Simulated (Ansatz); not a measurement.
The starting structures come from a database of crystals and need not be the phases stable at ambient conditions.

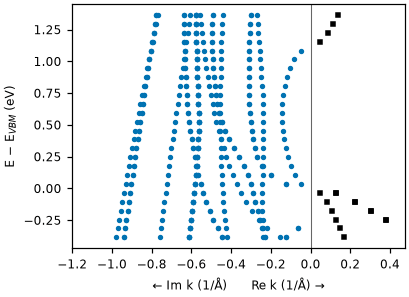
Complex bands at the centre of the two-dimensional zone; r2SCAN (Ansatz, a program for electronic structure)

The gap is the functional's own, uncorrected, and κ follows it; spin-orbit coupling is left out. Mid-gap values are interpolated between the computed energies.

Q: This is Y₂ZnS₄ (Fd-3m, spinel, not sure to be the ambient phase, 14 atoms a cell, 24.0 Å³ an atom) along the normal of (111). Read off the slowest decay at the centre of the two-dimensional zone at 0.53 eV, the computed energy nearest the middle of the gap.

A: κ ≈ 0.14 1/Å, a decay length 1/(2κ) of the density of 3.5 Å.
